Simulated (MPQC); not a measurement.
# ZAPT2/def2-TZVPPD run of doublet GaF+

We compute a single-point energy of doublet GaF+. 

The results are computed with MPQC 2.3.1.

5 further runs of the same task are left out: 1 that didn't finish, 4 set aside as unsound or not needed. Runs told in other sessions of the task aren't counted.

**1. The molecule**

GaF+: 2 atoms, total charge +1, spin state doublet. SMILES of the parent species: `[F][Ga]`. Geometry: a GFN2-xTB relaxation, a rough one for these elements and not checked as a minimum. That shape belongs to the parent species and isn't relaxed for this state.

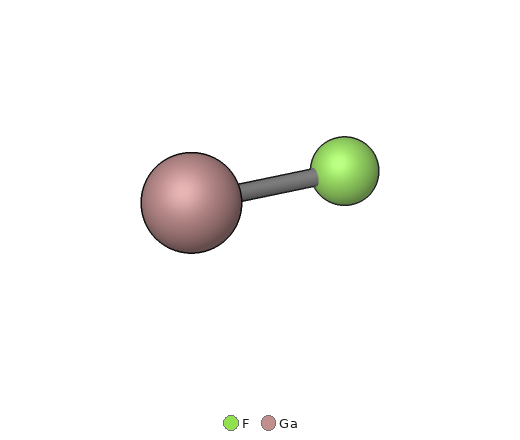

Viewed from a chosen angle; fluorine green, gallium pink.

**2. A single-point energy at ZAPT2/def2-TZVPPD**

Contents of input.in:

```
% emacs should use -*- KeyVal -*- mode
molecule<Molecule>: (
   symmetry = c1
   unit = bohr
   { atoms geometry } = {
      F  [ 0.00000000 0.00000000 0.00000000 ]
      Ga [ 0.00000000 0.00000000 3.39990076 ]
   }
)
basis<GaussianBasisSet>: (
   name = "def2-TZVPPD"
   molecule = $:molecule
   basisdir = "."
   puream = yes
)
mpqc: (
   checkpoint = no
   savestate = no
   restart = no
   do_energy = yes
   do_gradient = no
   optimize = no
   mole<MBPT2>: (
      molecule = $:molecule
      basis = $:basis
      memory = 1000000000
      method = zapt
      nfzc = 10
      reference<HSOSHF>: (
         molecule = $:molecule
         basis = $:basis
         total_charge = 1
         multiplicity = 2
         memory = 1000000000
         print_evals = yes
         maxiter = 120
         value_accuracy = 1e-08
         guess_wavefunction<HSOSHF>: (
            molecule = $:molecule
            total_charge = 1
            multiplicity = 2
            memory = 1000000000
            value_accuracy = 1e-3
            basis<GaussianBasisSet>: (
               name = "3-21G"
               molecule = $:molecule
            )
         )
      )
   )
)
```

The basis set def2-TZVPPD is read from a file made from the Basis Set Exchange's data (not shown).

Run with:

```sh
$ mpqc input.in > input.out
```

Output:

```text
MPQC: Massively Parallel Quantum Chemistry
                                   Version 2.3.1

  Using IntegralV3 by default for molecular integrals evaluation

      HSOSSCF::init: total charge = 1

      docc = [ 19 ]
      socc = [ 1 ]

  HSOSSCF::init: total charge = 1

  docc = [ 19 ]
  socc = [ 1 ]

  Molecular formula FGa

  MPQC options:
    matrixkit     = <ReplSCMatrixKit>
    restart       = no
    checkpoint    = no
    savestate     = no
    do_energy     = yes
    do_gradient   = no
    optimize      = no
    write_pdb     = no
    print_mole    = yes
    print_timings = yes

    Using symmetric orthogonalization.
  n(basis):            94
  Maximum orthogonalization residual = 4.87535
  Minimum orthogonalization residual = 0.00249148
  Using symmetric orthogonalization.
  n(basis):            94
  Maximum orthogonalization residual = 4.87535
  Minimum orthogonalization residual = 0.00249148
  Just entered OPT2 program (opt2_v1)
  Minimum memory required:        803716 Bytes
  Batch size:                     10
   npass  rest  nbasis  nshell  nfuncmax  ndocc  nsocc  nvir  nfzc  nfzv
     1      0     94      32       7       9       1     75     10    0

  SCF::compute: energy accuracy = 1.0000000e-08

  nuclear repulsion energy =   82.0612187516

  Projecting guess wavefunction into the present basis set

      SCF::compute: energy accuracy = 1.0000000e-03

      nuclear repulsion energy =   82.0612187516

      Starting from core Hamiltonian guess

      Using symmetric orthogonalization.
      n(basis):            32
      Maximum orthogonalization residual = 3.22612
      Minimum orthogonalization residual = 0.0205926
      Beginning iterations.  Basis is 3-21G.
      iter     1 energy = -1993.7475301286 delta = 3.86715e-01
      iter     2 energy = -1999.2103558075 delta = 5.30667e-01
      iter     3 energy = -2011.5940780979 delta = 2.34952e-01
      iter     4 energy = -2001.0627733119 delta = 1.70861e-01
      iter     5 energy = -2012.4217686160 delta = 1.71252e-01
      iter     6 energy = -2012.4784862528 delta = 1.32333e-02
      iter     7 energy = -2012.4840626716 delta = 5.04940e-03
      iter     8 energy = -2012.4851219695 delta = 2.15640e-03
      iter     9 energy = -2012.4854284298 delta = 1.16633e-03

      HOMO is    20   A =  -0.498779
      LUMO is    21   A =  -0.188034

      total scf energy = -2012.4854284298

      Projecting the guess density.

        The number of electrons in the guess density = 39
        The number of electrons in the projected density = 38.8242

  Beginning iterations.  Basis is def2-TZVPPD.
  iter     1 energy = -2016.0245116177 delta = 3.36739e+00
  iter     2 energy = -2021.1522130305 delta = 3.34045e+00
  iter     3 energy = -2021.7489721783 delta = 5.15693e-02
  iter     4 energy = -2022.4275456579 delta = 1.30379e-02
  iter     5 energy = -2022.4382357080 delta = 2.16510e-03
  iter     6 energy = -2022.4411711536 delta = 1.23734e-03
  iter     7 energy = -2022.4420099879 delta = 4.15914e-04
  iter     8 energy = -2022.4425288081 delta = 4.85327e-04
  iter     9 energy = -2022.4426550091 delta = 3.25990e-04
  iter    10 energy = -2022.4426671089 delta = 8.11480e-05
  iter    11 energy = -2022.4426697236 delta = 2.41360e-05
  iter    12 energy = -2022.4426706496 delta = 1.44820e-05
  iter    13 energy = -2022.4426709278 delta = 1.06972e-05
  iter    14 energy = -2022.4426709567 delta = 2.70562e-06
  iter    15 energy = -2022.4426709616 delta = 1.25744e-06
  iter    16 energy = -2022.4426709625 delta = 5.28178e-07
  iter    17 energy = -2022.4426709626 delta = 1.78403e-07
  iter    18 energy = -2022.4426709626 delta = 6.35797e-08
  iter    19 energy = -2022.4426709626 delta = 2.80551e-08
  iter    20 energy = -2022.4426709626 delta = 1.62910e-08

  A
        1 -379.19304    2.00000
        2  -48.53852    2.00000
        3  -42.86709    2.00000
        4  -42.86709    2.00000
        5  -42.86387    2.00000
        6  -26.49437    2.00000
        7   -6.76612    2.00000
        8   -4.85994    2.00000
        9   -4.85994    2.00000
       10   -4.85314    2.00000
       11   -1.75735    2.00000
       12   -1.57305    2.00000
       13   -1.57305    2.00000
       14   -1.56593    2.00000
       15   -1.56593    2.00000
       16   -1.55571    2.00000
       17   -0.87536    2.00000
       18   -0.83707    2.00000
       19   -0.83707    2.00000
       20   -0.51853    1.00000
       21   -0.19892    0.00000
       22   -0.19892    0.00000
       23   -0.11321    0.00000
       24   -0.09208    0.00000
       25   -0.04230    0.00000
       26   -0.04230    0.00000
       27   -0.02705    0.00000
       28   -0.02705    0.00000
       29   -0.00938    0.00000
       30    0.03661    0.00000
       31    0.05240    0.00000
       32    0.05240    0.00000
       33    0.15028    0.00000
       34    0.15402    0.00000
       35    0.15402    0.00000
       36    0.16286    0.00000
       37    0.16286    0.00000
       38    0.19489    0.00000
       39    0.19489    0.00000
       40    0.19870    0.00000
       41    0.25421    0.00000
       42    0.38447    0.00000
       43    0.44663    0.00000
       44    0.44663    0.00000
       45    0.60223    0.00000
       46    0.60223    0.00000
       47    0.62956    0.00000
       48    0.76964    0.00000
       49    0.76964    0.00000
       50    0.77663    0.00000
       51    0.77663    0.00000
       52    0.79392    0.00000
       53    0.79392    0.00000
       54    0.81986    0.00000
       55    0.81986    0.00000
       56    0.84497    0.00000
       57    0.91387    0.00000
       58    0.91387    0.00000
       59    1.01538    0.00000
       60    1.14230    0.00000
       61    1.14230    0.00000
       62    1.15969    0.00000
       63    1.29794    0.00000
       64    2.22824    0.00000
       65    2.29651    0.00000
       66    2.29651    0.00000
       67    2.35100    0.00000
       68    2.35100    0.00000
       69    2.37377    0.00000
       70    2.37377    0.00000
       71    2.48757    0.00000
       72    2.48757    0.00000
       73    2.80640    0.00000
       74    3.40073    0.00000
       75    3.40073    0.00000
       76    3.61954    0.00000
       77    3.61954    0.00000
       78    3.72855    0.00000
       79    3.96011    0.00000
       80    4.35618    0.00000
       81    5.27517    0.00000
       82    7.20507    0.00000
       83    7.20507    0.00000
       84    7.20678    0.00000
       85    7.20678    0.00000
       86    7.28034    0.00000
       87    7.28034    0.00000
       88    7.35316    0.00000
       89    8.85733    0.00000
       90    8.85733    0.00000
       91    8.93689    0.00000
       92    8.93689    0.00000
       93    9.24318    0.00000
       94   58.56197    0.00000

  HOMO is    20   A =  -0.518528
  LUMO is    21   A =  -0.198917

  total scf energy = -2022.4426709626
  NOTE: There are degenerate orbitals within an irrep.  This will make
        some diagnostics, such as the largest amplitude, nonunique.
  Number of shell quartets for which AO integrals would
  have been computed without bounds checking: 278784
  Number of shell quartets for which AO integrals
  were computed: 264958
  ROHF energy [au]:                  -2022.442670962612
  OPT1 energy [au]:                  -2022.871981947241
  OPT2 second order correction [au]:   -0.426455473327
  OPT2 energy [au]:                  -2022.869126435938
  ZAPT2 correlation energy [au]:       -0.425977763353
  ZAPT2 energy [au]:                 -2022.868648725964
Value of the MolecularEnergy: -2022.8686487260

  MBPT2:
    Function Parameters:
      value_accuracy    = 3.340252e-07 (1.000000e-06) (computed)
      gradient_accuracy = 0.000000e+00 (1.000000e-06)
      hessian_accuracy  = 0.000000e+00 (1.000000e-04)

    Molecule:
      Molecular formula: FGa
      molecule<Molecule>: (
        symmetry = c1
        unit = "bohr"
        {  n atoms                        geometry                     }={
           1     F [    0.0000000000     0.0000000000     0.0000000000]
           2    Ga [    0.0000000000     0.0000000000     3.3999007600]
        }
      )
      Atomic Masses:
         18.99840   68.92558

    Electronic basis:
      GaussianBasisSet:
        nbasis = 94
        nshell = 32
        nprim  = 63
        name = "def2-TZVPPD"
    Reference Wavefunction:
      Function Parameters:
        value_accuracy    = 3.340252e-09 (1.000000e-08) (computed)
        gradient_accuracy = 0.000000e+00 (1.000000e-06)
        hessian_accuracy  = 0.000000e+00 (1.000000e-04)

      Molecule:
        Molecular formula: FGa
        molecule<Molecule>: (
          symmetry = c1
          unit = "bohr"
          {  n atoms                        geometry                     }={
             1     F [    0.0000000000     0.0000000000     0.0000000000]
             2    Ga [    0.0000000000     0.0000000000     3.3999007600]
          }
        )
        Atomic Masses:
           18.99840   68.92558

      Electronic basis:
        GaussianBasisSet:
          nbasis = 94
          nshell = 32
          nprim  = 63
          name = "def2-TZVPPD"
      SCF Parameters:
        maxiter = 120
        density_reset_frequency = 10
        level_shift = 0.250000

      HSOSSCF Parameters:
        charge = 1
        ndocc = 19
        nsocc = 1
        docc = [ 19 ]
        socc = [ 1 ]

                               CPU  Wall
mpqc:                        32.01 32.01
  calc:                      31.99 31.99
    4. quart. tr.:            0.03  0.03
      bcast0 socc_sum:        0.00  0.00
    RS loop:                  3.24  3.24
      2. quart. tr.:          0.35  0.35
      3. quart. tr.:          0.05  0.05
      PQ loop:                2.81  2.81
      bzerofast trans_int1:   0.01  0.01
      bzerofast trans_int2:   0.01  0.01
      sum int:                0.01  0.01
    collect:                  0.00  0.00
    compute ecorr:            0.00  0.00
      sum mo_int_do_so_vir:   0.00  0.00
    vector:                  28.68 28.68
      density:                0.03  0.03
      evals:                  0.13  0.13
      extrap:                 0.10  0.10
      fock:                  28.09 28.09
      vector:                 0.06  0.06
        density:              0.00  0.00
        evals:                0.00  0.00
        extrap:               0.00  0.00
        fock:                 0.05  0.05
  input:                      0.02  0.02
```

Wall time 32 s (1 thread of Arm Neoverse N1, shared host); peak memory 0.49 GiB.

**3. Summary of results**

At ZAPT2/def2-TZVPPD, 10 core orbitals frozen:

| quantity | value |
| --- | --- |
| total energy | -2022.86865 Eh |
| correlation energy (10 core orbitals frozen) | -426.0 mEh |
